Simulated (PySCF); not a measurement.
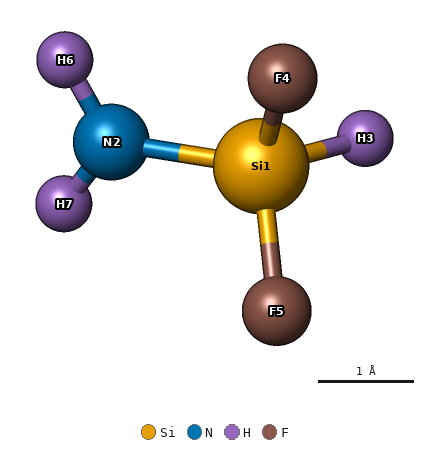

The input geometry of run A (ball-and-stick view, seen at a tilt; atoms are numbered from 1 in the order of the input). Bond lengths as drawn: F–Si 1.59 Å, H–N 1.00 Å, H–Si 1.47 Å and N–Si 1.68 Å.

**Two runs on SiNH3F2**

System: SiNH3F2.
Method of run A: RKS r2SCAN-D4/def2-TZVPP, density fitting (PySCF 2.14.0).

The geometry comes from this level: PBE0-D4/def2-TZVP. Text and figures count atoms from 1; the logs count them from 0 in places.

**Input, run A**
```python
import json, numpy as np
from pyscf import gto, scf, dft, mp, cc
EV, BOHR = 27.211386245988, 0.529177210903
mol = gto.M(atom="""
Si -0.582579 -0.242850 -0.113490
N 0.966833 0.388524 0.067567
H -0.725445 -1.507849 -0.851264
F -1.168264 -0.490621 1.339402
F -1.479361 0.815412 -0.883281
H 1.547571 0.187333 0.862327
H 1.442553 0.905789 -0.650307
""", basis="def2-tzvpp", charge=0, spin=0, max_memory=7225, verbose=0)
def mean_field(mol, dm=None):
    mf = dft.RKS(mol, xc="r2scan").density_fit()
    mf.conv_tol = 1e-9; mf.grids.level = 4
    mf.kernel(dm0=dm)
    if not mf.converged: mf = mf.newton().run(mf.mo_coeff, mf.mo_occ)
    assert mf.converged
    return mf
def d4(mol):
    from pyscf.dispersion.dftd4 import DFTD4Dispersion
    real = gto.M(atom=[(mol.atom_pure_symbol(i), mol.atom_coord(i)) for i in range(7)], unit='B', charge=mol.charge, spin=None, basis='def2-svp', verbose=0)
    r = DFTD4Dispersion(real, xc="r2scan", atm=True).get_dispersion(grad=True); return r["energy"], r["gradient"]
def energy_and_gradient(mol, dm=None):
    mf = mean_field(mol, dm); e, g = d4(mol)
    return mf, (mf.e_tot + e) * EV, (mf.nuc_grad_method().kernel()[:7] + g) * EV / BOHR
out = {}
mf = mean_field(mol); e = d4(mol)[0]
out.update(energy=(mf.e_tot + e) * EV, converged=True, dispersion=e * EV)
out['s2'] = mf.spin_square()[0]; out['nelec'] = mol.nelec
print(f"Total energy {out['energy']:.6f} eV, <S^2> {out['s2']:.4f}")
json.dump(out, open("out.json", "w"), default=float)
```

Command:
```bash
OMP_NUM_THREADS=4 python run.py
```

Hardware: 4 threads of Intel Xeon, 15 GiB of memory available, shared host.

**Output (run A)**
```
Total energy -14854.729059 eV, <S^2> 0.0000
```

For run B the input was changed thus:
```diff
-    mf = dft.RKS(mol, xc="r2scan").density_fit()
+    mf = dft.RKS(mol, xc="pbe").density_fit()
-    r = DFTD4Dispersion(real, xc="r2scan", atm=True).get_dispersion(grad=True); return r["energy"], r["gradient"]
+    r = DFTD4Dispersion(real, xc="pbe", atm=True).get_dispersion(grad=True); return r["energy"], r["gradient"]
```

What does this change do to the results?

The total energies belong to different models, so their difference says nothing on which is more stable or more accurate. The functional changes from r2SCAN to PBE. On the same kind of shared host run B took about 0.38 times as long.

**Output (run B)**
```
Total energy -14847.295686 eV, <S^2> 0.0000
```

**The two runs side by side**

| quantity | run A | run B |
| --- | --- | --- |
| outcome | converged | converged |
| total energy (hartree) | −545.901224 | −545.628053 |
| basis functions | 177 | 177 |
| wall time (shared host) | 13 s | 4.8 s |
